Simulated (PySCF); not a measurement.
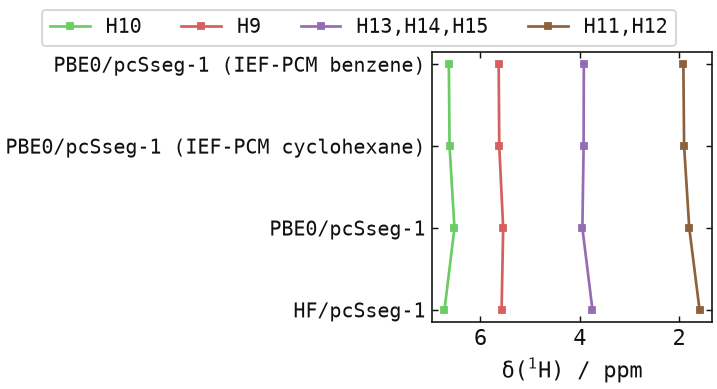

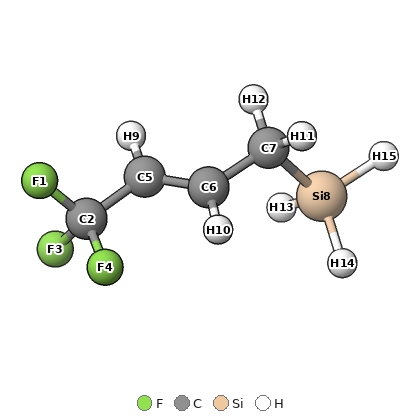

GIAO ¹H shifts of C₄H₇F₃Si, SMILES FC(F)(F)/C=C/C[SiH3] at several levels, one geometry, PySCF, at a PBE0-D3(BJ)/def2-SVP geometry (no frequency check); values of one conformer, averaged over methyl-type rotors and exact or near symmetry; other conformers aren't averaged in; each against TMS at the same level.

Which of the plotted signals depends most on the level, and by how much?

That of H11 and H12: from 1.59 ppm (HF/pcSseg-1) to 1.91 ppm (PBE0/pcSseg-1 (IEF-PCM benzene)), a spread of 0.33 ppm. The steadiest, H9, moves by 0.09 ppm.

Do all levels give the signals in the same order?

Yes, the order of the signals is the same at every level.
